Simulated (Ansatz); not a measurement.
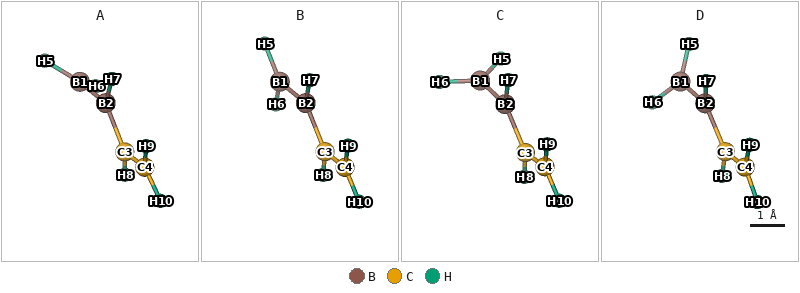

4 geometries from a converged minimum-energy path of C2H6B2, shuffled. Style: ball-and-stick. Shown from a free direction.

All numbers below come from RKS B3LYP/cc-pVDZ (Ansatz). Set-up: 7 movable images; climbing image; force threshold 0.05 eV/Å; iteration limit 36; starting path by image-dependent pair potential.

Question: Which of them lies highest in energy?

Answer: B. In order along the path, whose images run from 0 to 8: C (image 0, 0.0 kcal/mol), D (image 2, +4.8 kcal/mol), B (image 4, +10.5 kcal/mol), A (image 6, +4.8 kcal/mol). The motion is a rotation about the B1–B2 bond by about 180°. No bond forms or breaks between the ends. Among the angles between lasting bonds that change up to the highest image: B1–B2–C3 129.2° → 122.9°, B1–B2–H7 115.1° → 121.3°.

The run took of the order of 3 core-minutes on a shared host.
